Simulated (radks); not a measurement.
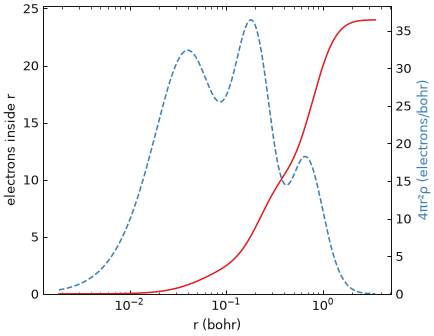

The cobalt ion Co³⁺; electrons: [Ar] 3d6. Method: non-relativistic Kohn-Sham, LDA (Slater exchange, Perdew-Wang correlation), spin-unpolarised, spherical densities, point nucleus; computed with the in-house radial solver radks.

The plot shows the number of electrons inside radius r (solid) and the radial density 4πr²ρ (dashed).

Q: Describe it and give its main numbers.

Answer: The count levels off at 24 electrons. Half of them lie within 0.505 bohr, 90 % within 1.19 bohr and 99 % within 1.99 bohr. The radial density has minima at 0.0865 and 0.422 bohr, where the count stands at 2.1 and 10.8; these part the shells that the density resolves.
